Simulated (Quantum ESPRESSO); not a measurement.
# The valence band of H3CCl as photoemission sees it, part 3 of 8

Wanted: projected DOS of H3CCl, weighted into photoemission and X-ray emission spectra, at several levels of theory.

Quantum ESPRESSO 7.5; DFT, PBEsol, plane waves, ultrasoft GBRV pseudopotentials, scalar-relativistic (the session's first sound run).

So far. Step 2 (The base run: self-consistent run): At this level the gap is 5.43 eV on the k-mesh of the self-consistent run, which can miss the band edges.

### 4. Projected DOS and spectra

projwfc.x splits the states by atom and shell, which the spectra need, since each shell has its own cross section.

projwfc.in reads:

```
&projwfc
  prefix = 'pes'
  outdir = './tmp'
  filpdos = 'pes'
  ngauss = 0
  degauss = 0.00735
  DeltaE = 0.05
  Emin = -35.22
  Emax = 12.78
/
```

The run is started by

```console
> OMP_NUM_THREADS=1 mpirun -n 4 projwfc.x -nk 4 -in projwfc.in > projwfc.out
```

Log:

```text
[banner, memory and clock lines left out]
Program PROJWFC v.7.5 starts

          URL

     ./tmp/pes.save/

     IMPORTANT: XC functional enforced from input :
     Exchange-correlation= PBESOL
                           (   1   4  10   8   0   0   0)
     Any further DFT definition will be discarded
     Please, verify this is what you really want

     G-vector sticks info

     negative rho (up, down):  2.995E-02 0.000E+00

     Gaussian broadening (read from input): ngauss,degauss=   0    0.007350

     Calling projwave ....

  Problem Sizes
  natomwfc =           22
  nbnd     =           38
  nkstot   =          124
  npwx     =         3712
  nkb      =           64

     Atomic states used for projection
     (read from pseudopotential files):

     state #   1: atom   1 (Cl ), wfc  1 (l=0 m= 1)
     state #   2: atom   1 (Cl ), wfc  2 (l=1 m= 1)
     state #   3: atom   1 (Cl ), wfc  2 (l=1 m= 2)
     state #   4: atom   1 (Cl ), wfc  2 (l=1 m= 3)
     state #   5: atom   2 (Cl ), wfc  1 (l=0 m= 1)
     state #   6: atom   2 (Cl ), wfc  2 (l=1 m= 1)
     state #   7: atom   2 (Cl ), wfc  2 (l=1 m= 2)
     state #   8: atom   2 (Cl ), wfc  2 (l=1 m= 3)
     state #   9: atom   3 (C  ), wfc  1 (l=0 m= 1)
     state #  10: atom   3 (C  ), wfc  2 (l=1 m= 1)
     state #  11: atom   3 (C  ), wfc  2 (l=1 m= 2)
     state #  12: atom   3 (C  ), wfc  2 (l=1 m= 3)
     state #  13: atom   4 (C  ), wfc  1 (l=0 m= 1)
     state #  14: atom   4 (C  ), wfc  2 (l=1 m= 1)
     state #  15: atom   4 (C  ), wfc  2 (l=1 m= 2)
     state #  16: atom   4 (C  ), wfc  2 (l=1 m= 3)
     state #  17: atom   5 (H  ), wfc  1 (l=0 m= 1)
     state #  18: atom   6 (H  ), wfc  1 (l=0 m= 1)
     state #  19: atom   7 (H  ), wfc  1 (l=0 m= 1)
     state #  20: atom   8 (H  ), wfc  1 (l=0 m= 1)
     state #  21: atom   9 (H  ), wfc  1 (l=0 m= 1)
     state #  22: atom  10 (H  ), wfc  1 (l=0 m= 1)

 k =   0.0000000000  0.0000000000  0.0000000000
==== e(   1) =   -15.90388 eV ====
     psi = 0.304*[#   1]+0.304*[#   5]+0.086*[#   9]+0.086*[#  13]+0.024*[#  17]
          +0.024*[#  18]+0.024*[#  19]+0.024*[#  20]+0.023*[#  21]+0.023*[#  22]
          +0.013*[#  10]+0.013*[#  14]+0.012*[#  12]+0.012*[#  16]+0.006*[#   2]
          +0.006*[#   6]+0.005*[#   4]+0.005*[#   8]
    |psi|^2 = 0.995
==== e(   2) =   -15.72223 eV ====
     psi = 0.326*[#   1]+0.326*[#   5]+0.085*[#   9]+0.085*[#  13]+0.026*[#  10]
          +0.026*[#  14]+0.017*[#  21]+0.017*[#  22]+0.014*[#  12]+0.014*[#  16]
          +0.009*[#  17]+0.009*[#  18]+0.009*[#  19]+0.009*[#  20]+0.006*[#   2]
          +0.006*[#   6]+0.005*[#   4]+0.005*[#   8]
    |psi|^2 = 0.995
==== e(   3) =   -11.10813 eV ====
     psi = 0.183*[#   9]+0.183*[#  13]+0.103*[#   1]+0.103*[#   5]+0.055*[#  17]
          +0.055*[#  18]+0.055*[#  19]+0.055*[#  20]+0.035*[#  21]+0.035*[#  22]
          +0.023*[#   2]+0.023*[#   6]+0.021*[#  10]+0.021*[#  14]+0.012*[#   4]
          +0.012*[#   8]+0.006*[#  12]+0.006*[#  16]
    |psi|^2 = 0.985
==== e(   4) =   -10.71529 eV ====
     psi = 0.193*[#   9]+0.193*[#  13]+0.142*[#   1]+0.142*[#   5]+0.033*[#  17]
          +0.033*[#  18]+0.033*[#  19]+0.033*[#  20]+0.033*[#  21]+0.033*[#  22]
          +0.015*[#   2]+0.015*[#   6]+0.015*[#  10]+0.015*[#  14]+0.014*[#   4]
          +0.014*[#   8]+0.013*[#  12]+0.013*[#  16]
    |psi|^2 = 0.979
==== e(   5) =    -5.17313 eV ====
     psi = 0.186*[#  12]+0.186*[#  16]+0.112*[#  21]+0.112*[#  22]+0.100*[#  10]
          +0.100*[#  14]+0.045*[#   2]+0.045*[#   6]+0.017*[#  17]+0.017*[#  18]
          +0.017*[#  19]+0.017*[#  20]+0.010*[#   4]+0.010*[#   8]+0.002*[#   9]
          +0.002*[#  13]+0.002*[#   1]+0.002*[#   5]
    |psi|^2 = 0.982
==== e(   6) =    -5.04833 eV ====
     psi = 0.141*[#  10]+0.141*[#  14]+0.141*[#   4]+0.141*[#   8]+0.115*[#   2]
          +0.115*[#   6]+0.031*[#  17]+0.031*[#  18]+0.031*[#  19]+0.031*[#  20]
          +0.021*[#  12]+0.021*[#  16]+0.011*[#   1]+0.011*[#   5]+0.002*[#  21]
          +0.002*[#  22]
    |psi|^2 = 0.991
==== e(   7) =    -4.78988 eV ====
     psi = 0.285*[#  11]+0.285*[#  15]+0.074*[#  17]+0.074*[#  18]+0.074*[#  19]
          +0.074*[#  20]+0.061*[#   3]+0.061*[#   7]
    |psi|^2 = 0.990
==== e(   8) =    -4.78448 eV ====
     psi = 0.210*[#  12]+0.210*[#  16]+0.113*[#  21]+0.113*[#  22]+0.075*[#  10]
          +0.075*[#  14]+0.064*[#   2]+0.064*[#   6]+0.013*[#  17]+0.013*[#  18]
          +0.013*[#  19]+0.013*[#  20]+0.007*[#   4]+0.007*[#   8]+0.001*[#   1]
          +0.001*[#   5]
    |psi|^2 = 0.990
==== e(   9) =    -4.69292 eV ====
     psi = 0.299*[#  11]+0.299*[#  15]+0.076*[#  17]+0.076*[#  18]+0.076*[#  19]
          +0.076*[#  20]+0.044*[#   3]+0.044*[#   7]
    |psi|^2 = 0.990
==== e(  10) =    -4.46473 eV ====
     psi = 0.182*[#   4]+0.182*[#   8]+0.107*[#  10]+0.107*[#  14]+0.096*[#   2]
          +0.096*[#   6]+0.044*[#  12]+0.044*[#  16]+0.027*[#   1]+0.027*[#   5]
          +0.012*[#  17]+0.012*[#  18]+0.012*[#  19]+0.012*[#  20]+0.007*[#  21]
          +0.007*[#  22]
    |psi|^2 = 0.981
==== e(  11) =    -1.86907 eV ====
     psi = 0.251*[#   2]+0.251*[#   6]+0.181*[#   4]+0.181*[#   8]+0.032*[#  21]
[...]
+0.002*[#  20]
    |psi|^2 = 0.993
==== e(  12) =    -1.61383 eV ====
     psi = 0.450*[#   3]+0.450*[#   7]+0.016*[#  11]+0.016*[#  15]+0.016*[#  17]
          +0.016*[#  18]+0.016*[#  19]+0.016*[#  20]
    |psi|^2 = 0.997
==== e(  13) =    -1.59088 eV ====
     psi = 0.251*[#   4]+0.251*[#   8]+0.185*[#   2]+0.185*[#   6]+0.031*[#  21]
[...]
+0.005*[#  17]+0.005*[#  18]+0.005*[#  19]+0.005*[#  20]
    |psi|^2 = 0.996
==== e(  14) =    -1.28541 eV ====
     psi = 0.436*[#   3]+0.436*[#   7]+0.034*[#  11]+0.034*[#  15]+0.014*[#  17]
          +0.014*[#  18]+0.014*[#  19]+0.014*[#  20]
    |psi|^2 = 0.996
==== e(  15) =     4.81355 eV ====
     psi = 0.093*[#   9]+0.093*[#  13]+0.090*[#  12]+0.090*[#  16]+0.086*[#   4]
[...]
+0.023*[#  20]+0.001*[#  21]+0.001*[#  22]
    |psi|^2 = 0.894
==== e(  16) =     5.04408 eV ====
     psi = 0.132*[#   9]+0.132*[#  13]+0.083*[#  17]+0.083*[#  18]+0.083*[#  19]
[...]
+0.007*[#   5]+0.006*[#  12]+0.006*[#  16]
    |psi|^2 = 0.818
[...]
+0.002*[#  18]+0.002*[#  19]+0.002*[#  20]
[...]
+0.003*[#   5]+0.001*[#   4]+0.001*[#   8]
[...]
+0.040*[#  20]
[...]
+0.006*[#  22]+0.003*[#  12]+0.003*[#  16]
[...]
+0.095*[#  20]
[...]
psi = 0.002*[#  21]+0.002*[#  22]
[...]
+0.016*[#  15]
[...]
+0.003*[#   4]+0.003*[#   8]+0.001*[#   9]+0.001*[#  13]
[...]
psi = 0.003*[#  17]+0.003*[#  18]+0.003*[#  19]+0.003*[#  20]
[...]
+0.002*[#   2]+0.002*[#   6]+0.002*[#   9]+0.002*[#  13]
[...]
+0.094*[#  15]+0.005*[#   3]+0.005*[#   7]
[...]
+0.001*[#   6]
[...]
+0.002*[#   4]+0.002*[#   8]+0.002*[#   2]+0.002*[#   6]
[...]
+0.001*[#   6]
[...]
+0.002*[#  20]
[...]
+0.002*[#   8]
[...]
+0.002*[#  12]+0.002*[#  16]
[...]
+0.001*[#  20]
[...]
psi = 0.001*[#  17]+0.001*[#  18]+0.001*[#  19]+0.001*[#  20]
[...]
k =   0.0000000000  0.0000000000  0.0901278621
[...]
+0.006*[#   6]+0.005*[#   4]+0.005*[#   8]
[...]
+0.008*[#   5]
[...]
+0.005*[#   5]
[...]
+0.013*[#  20]
[...]
+0.002*[#  20]
[...]
+0.005*[#  17]+0.005*[#  18]+0.005*[#  19]+0.005*[#  20]
[...]
+0.003*[#   4]+0.003*[#   8]+0.001*[#   9]+0.001*[#  13]
[...]
psi = 0.003*[#  17]+0.003*[#  18]+0.003*[#  19]+0.003*[#  20]
[...]
+0.002*[#   4]+0.002*[#   8]+0.002*[#   9]+0.002*[#  13]
[...]
+0.001*[#   4]+0.001*[#   8]
[...]
k =   0.0000000000  0.0000000000  0.1802557243
[...]
+0.004*[#  17]+0.004*[#  18]+0.004*[#  19]+0.004*[#  20]
[...]
+0.003*[#   9]+0.003*[#  13]+0.003*[#  10]+0.003*[#  14]
[...]
+0.002*[#  10]+0.002*[#  14]+0.002*[#   2]+0.002*[#   6]
[...]
+0.002*[#   4]+0.002*[#   8]
[...]
+0.003*[#   9]+0.003*[#  13]+0.001*[#   2]+0.001*[#   6]
[...]
+0.002*[#  19]+0.002*[#  20]+0.001*[#   2]+0.001*[#   6]
[...]
+0.002*[#   9]+0.002*[#  13]+0.001*[#   2]+0.001*[#   6]
[...]
+0.001*[#  10]+0.001*[#  14]
[...]
k =   0.0000000000  0.0000000000 -0.2703835864
[...]
+0.008*[#   9]+0.008*[#  13]+0.005*[#   2]+0.005*[#   6]
[...]
+0.008*[#   9]+0.008*[#  13]+0.005*[#   2]+0.005*[#   6]
[...]
+0.001*[#   2]+0.001*[#   6]+0.001*[#  10]+0.001*[#  14]
[...]
+0.001*[#  21]+0.001*[#  22]
[...]
+0.001*[#  21]+0.001*[#  22]
[...]
k =   0.0636506785  0.0807997295  0.0000000000
[...]
+0.001*[#   9]+0.001*[#  13]
[...]
+0.001*[#   9]+0.001*[#  13]
[...]
+0.001*[#   4]+0.001*[#   8]
[...]
+0.002*[#  12]+0.002*[#  16]
[...]
+0.001*[#  12]+0.001*[#  16]
[...]
+0.003*[#  19]+0.003*[#  20]
[...]
k =   0.0636506785  0.0807997295  0.0901278621
[...]
+0.001*[#   9]+0.001*[#  13]
[...]
+0.001*[#   9]+0.001*[#  13]
[...]
+0.001*[#  21]+0.001*[#  22]
[...]
+0.004*[#  12]+0.004*[#  16]
[...]
k =   0.0636506785  0.0807997295  0.1802557243
[...]
k =   0.0636506785  0.0807997295 -0.2703835864
[...]
+0.001*[#   3]+0.001*[#   7]
[...]
+0.001*[#  10]+0.001*[#  14]
[...]
+0.001*[#  10]+0.001*[#  14]
[...]
k =   0.1273013569  0.1615994589  0.0000000000
[...]
+0.002*[#   7]
[...]
+0.001*[#   6]+0.001*[#   8]
[...]
+0.001*[#  11]+0.001*[#  15]
[...]
+0.027*[#   1]+0.027*[#   5]
[...]
+0.001*[#   7]
[...]
+0.002*[#  13]
[...]
+0.009*[#  12]+0.009*[#  16]+0.003*[#   9]+0.003*[#  13]+0.002*[
[... cut ...]
[...]
+0.001*[#   7]
[...]
+0.002*[#   8]
[...]
k =  -0.0636506785 -0.7271975652 -0.2703835864
[...]
+0.001*[#   3]+0.001*[#   7]
[...]
+0.001*[#   3]+0.001*[#   7]
[...]
+0.003*[#   4]+0.003*[#   6]+0.003*[#   8]
[...]
+0.010*[#  12]+0.010*[#  16]+0.008*[#  11]+0.008*[#  15]
[...]
+0.001*[#   8]
[...]
+0.001*[#   8]
[...]
+0.004*[#  11]+0.004*[#  15]+0.001*[#  10]+0.001*[#  14]
[...]
+0.004*[#  11]+0.004*[#  15]+0.001*[#  10]+0.001*[#  14]
[...]
+0.002*[#  12]+0.002*[#  16]+0.001*[#  21]+0.001*[#  22]
[...]
+0.002*[#  12]+0.002*[#  16]+0.001*[#  21]+0.001*[#  22]
[...]
+0.004*[#  10]+0.004*[#  14]+0.003*[#  11]+0.003*[#  15]
[...]
+0.004*[#  10]+0.004*[#  14]+0.003*[#  11]+0.003*[#  15]
[...]
k =   0.0000000000 -0.6463978357  0.0000000000
[...]
+0.006*[#   6]+0.005*[#   4]+0.005*[#   8]
[...]
+0.006*[#   6]+0.005*[#   4]+0.005*[#   8]
    |psi|^2 = 0.995
==== e(   3) =   -10.93266 eV ====
     psi = 0.185*[#   9]+0.185*[#  13]+0.112*[#   1]+0.112*[#   5]+0.048*[#  17]
[...]
+0.012*[#  14]+0.009*[#  12]+0.009*[#  16]
    |psi|^2 = 0.988
==== e(   4) =   -10.87309 eV ====
     psi = 0.189*[#   9]+0.189*[#  13]+0.105*[#   1]+0.105*[#   5]+0.049*[#  21]
[...]
+0.017*[#   2]+0.017*[#   6]+0.016*[#   4]+0.016*[#   8]+0.012*[#  12]
          +0.012*[#  16]+0.011*[#  10]+0.011*[#  14]
    |psi|^2 = 0.990
==== e(   5) =    -5.70231 eV ====
     psi = 0.264*[#  11]+0.264*[#  15]+0.088*[#   3]+0.088*[#   7]+0.068*[#  17]
          +0.068*[#  18]+0.068*[#  19]+0.068*[#  20]
    |psi|^2 = 0.976
==== e(   6) =    -5.33713 eV ====
     psi = 0.175*[#  10]+0.175*[#  14]+0.100*[#  12]+0.100*[#  16]+0.079*[#  21]
          +0.079*[#  22]+0.068*[#   4]+0.068*[#   8]+0.029*[#  17]+0.029*[#  18]
          +0.029*[#  19]+0.029*[#  20]+0.010*[#   2]+0.010*[#   6]
    |psi|^2 = 0.984
==== e(   7) =    -5.24312 eV ====
     psi = 0.293*[#  11]+0.293*[#  15]+0.072*[#  17]+0.072*[#  18]+0.072*[#  19]
          +0.072*[#  20]+0.055*[#   3]+0.055*[#   7]
    |psi|^2 = 0.983
==== e(   8) =    -5.17523 eV ====
     psi = 0.208*[#  12]+0.208*[#  16]+0.099*[#   2]+0.099*[#   6]+0.098*[#  21]
          +0.098*[#  22]+0.052*[#  10]+0.052*[#  14]+0.012*[#  17]+0.012*[#  18]
          +0.012*[#  19]+0.012*[#  20]+0.009*[#   4]+0.009*[#   8]+0.004*[#   1]
          +0.004*[#   5]
    |psi|^2 = 0.987
==== e(   9) =    -4.63949 eV ====
     psi = 0.154*[#   2]+0.154*[#   6]+0.137*[#  12]+0.137*[#  16]+0.102*[#   4]
          +0.102*[#   8]+0.041*[#  21]+0.041*[#  22]+0.028*[#  10]+0.028*[#  14]
          +0.023*[#   1]+0.023*[#   5]+0.004*[#  17]+0.004*[#  18]+0.004*[#  19]
          +0.004*[#  20]+0.001*[#   9]+0.001*[#  13]
    |psi|^2 = 0.986
==== e(  10) =    -4.57966 eV ====
     psi = 0.185*[#  10]+0.185*[#  14]+0.158*[#   4]+0.158*[#   8]+0.075*[#   2]
          +0.075*[#   6]+0.025*[#  17]+0.025*[#  18]+0.025*[#  19]+0.025*[#  20]
          +0.017*[#   1]+0.017*[#   5]+0.007*[#  12]+0.007*[#  16]+0.001*[#  21]
```

It took 2 s on 4 MPI ranks of Arm Neoverse V1, shared host; 8.6 s of CPU time.

Numbers from this step:

```yaml
zero_of_energy: valence-band maximum
gap_from_the_dos_mesh: 5.465 eV
share_of_occupied_states_in_no_projected_shell: 0.0104 of the occupied states in the window
```

The DOS has structure finer than the step of the table below, so its rows give means over 2 eV, whole bins alone (the curve runs from -14.9 to 14.0 eV). Peaks (eV: height): total -14.4: 16.1, -9.7: 13.4, -3.3: 14.6, -0.2: 13.1; Cl 3p -3.3: 6.87, -0.2: 11.1, 6.4: 1.68; C 2p -14.4: 1.13, -3.7: 5.33, -3.3: 5.31, 6.4: 2.19; H 1s -9.7: 3.74, -3.7: 2.66, 8.0: 1.42, 9.0: 2.22; C 2s -14.4: 2.73, -9.7: 4.99, 6.1: 0.746.

DOS against E, zero at the valence-band maximum; means over each step; values in states/eV/cell:

```
E (eV)   total   Cl 3p     C 2p     H 1s     C 2s    Cl 3s
   -12       0       0        0        0        0        0
   -10    2.00   0.133   0.0961    0.546    0.746    0.451
    -8       0       0        0        0        0        0
    -6       0       0        0        0        0        0
    -4    5.99    1.62     2.89     1.30  0.00758   0.0902
    -2  0.0152  0.0112  0.00201  0.00155   1.4e-5   2.2e-4
     0    3.99    3.40    0.237    0.313  0.00725  0.00113
     2       0       0        0        0        0        0
     4       0       0        0        0        0        0
     6    2.02   0.526    0.662    0.175    0.263    0.107
     8    2.95   0.115    0.473    0.921    0.134   0.0218
    10    4.00  0.0560    0.446    0.960    0.103  0.00593
    12    3.56  0.0291    0.248    0.327   0.0416  0.00378
```

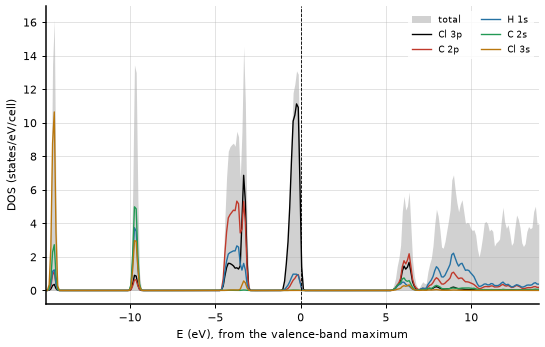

DOS, plotted against E.

Simulated valence spectra by photon energy, shown to 13 eV, since a deeper line would dwarf them at some energies; the 100 % can be that line's tail at the edge; this run's widths, added to any smearing of the DOS itself: Gaussian 0.45 eV, Lorentzian 0.05 eV plus 0.03 an eV of depth. The intensity by binding energy, zero at the valence-band maximum; values in % of the maximum within 13 eV:

```
binding energy (eV)  21.2 eV  40.8 eV  1253.6 eV  1486.7 eV  9251.7 eV
                  0     57.9     20.5       57.6       57.6       19.0
                  2     1.43     1.45      0.992       1.02      0.680
                  4     68.5     95.2       19.6       19.7       9.19
                  6    0.742     1.05      0.591      0.639      0.759
                  8    0.496     1.00       1.34       1.50       2.31
                 10     10.6     24.2       34.9       39.1       60.2
                 12        -    0.816       1.95       2.23       3.96
```

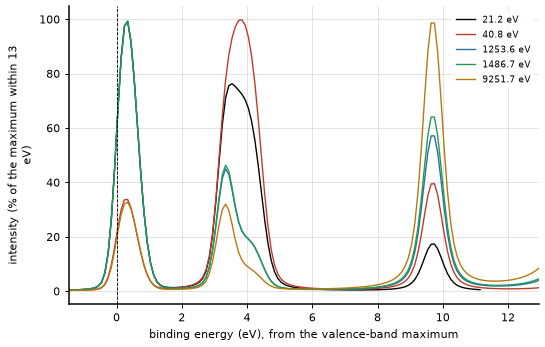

Intensity against binding energy.

Maxima picked by a test of local sharpness, so broad peaks and shoulders can be missing; peaks within 0.45 eV of a curve's cut are left out. Valence peaks, by row:

```
photon energy (eV)  binding energy (eV)  height (% of the maximum within 13 eV)  main shell  its share (%)
              21.2                9.717                                   17.53        H 1s          50.15
              21.2                3.517                                    76.4        C 2p          48.63
              21.2               0.3167                                     100       Cl 3p          88.15
              40.8                14.47                                      27       Cl 3s          41.25
              40.8                9.717                                   40.04        C 2s          55.81
              40.8                3.817                                     100        C 2p          81.71
              40.8               0.3167                                   34.09       Cl 3p          47.42
              1254                14.47                                   98.76       Cl 3s          92.18
              1254                9.717                                   57.89       Cl 3s          64.19
              1254                3.367                                   45.08       Cl 3p          77.76
              1254               0.3167                                     100       Cl 3p          99.32
              1487                14.47                                   114.4       Cl 3s          92.99
              1487                9.717                                   64.94       Cl 3s          66.86
              1487                3.367                                   46.43       Cl 3p          75.49
              1487               0.3167                                     100       Cl 3p           99.3
              9252                14.47                                   215.7       Cl 3s          97.52
              9252                9.667                                     100       Cl 3s          85.91
              9252                3.317                                   32.03       Cl 3s          63.97
              9252               0.3167                                   32.95       Cl 3p          98.01
```

(Continued in part 4 of 8.)

[Logs are printed without paths, hosts, clocks, repeated set-up lines and the standing remarks that a program may print on its own settings, such as how far it seeks lower states.]

[Hosts, paths, dates, database ids (printed as entryN), source tags and the programs' standing remarks are cut or masked in the printed files.]

[Maps of the electrostatic potential energy from Ansatz leave out the sawtooth potential of an applied field or a dipole correction, so their vacuum need not be flat; work functions include it.]

[Peak lists hold at most the 14 tallest peaks of each spectrum; further lines can be left out.]
